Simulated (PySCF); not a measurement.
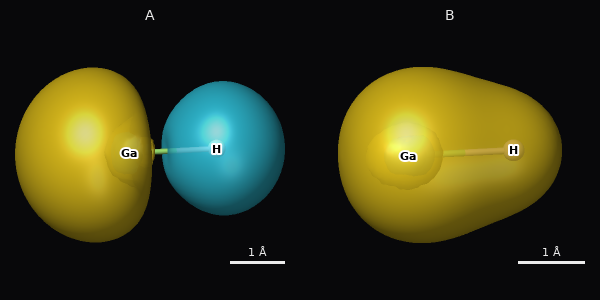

Figure 1: GaH. Two frontier orbitals, each drawn at the value that holds 80 % of its norm (yellow and cyan are the two phases), in no order; of a degenerate pair one member is drawn.

The calculation used PySCF 2.14.0, PBE0/jorge-DZP-DKH, spin-free X2C-1e, Gaussian nucleus, at a bond length of 1.667 Å.

**Name the orbitals and rank them from lowest to highest energy.**

Orbital B: σ, occupied, −10.93 eV; mainly on Ga (75 %).
Orbital A: σ, occupied, −5.83 eV; shared between the atoms (Ga 70 %, H 30 %).
